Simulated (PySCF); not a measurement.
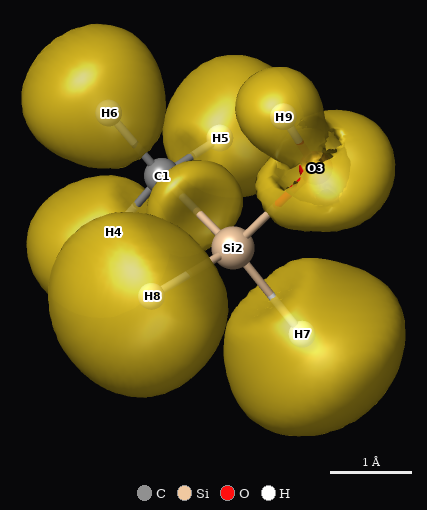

CH$_{6}$OSi (SMILES C[SiH2]O). Isosurface of the ELF at 0.8 (yellow), seen at an oblique angle. Core shells and regions of very low density are left out.

Geometry: PBE0-D3(BJ)/def2-SVP.

Computed with PySCF, PBE0/def2-SVPD, SCF density, gas phase.

```xyz
9

C    -1.1749   -0.0626    0.0036
Si    0.6711   -0.3711   -0.0334
O     1.5345    0.9903   -0.4700
H    -1.7164   -0.9972    0.2215
H    -1.5248    0.3182   -0.9684
H    -1.4470    0.6722    0.7776
H     1.0009   -1.3949   -1.0643
H     1.1112   -0.8626    1.3141
H     1.6030    1.6890    0.1859
```

**What do the ELF domains correspond to?**

At this value the surface marks out one region between bonded C–Si atoms (shared pairs), five regions around hydrogen nuclei and one joined region spread over several atoms (H, O), in which their bonds and any lone pairs are merged. Profiles from the grid: Si–O (1.67 Å): the ELF peaks at about 0.90 between the atoms, as expected for a polar covalent bond. C–Si (1.87 Å): the ELF peaks at about 0.95 between the atoms: a covalent bond.
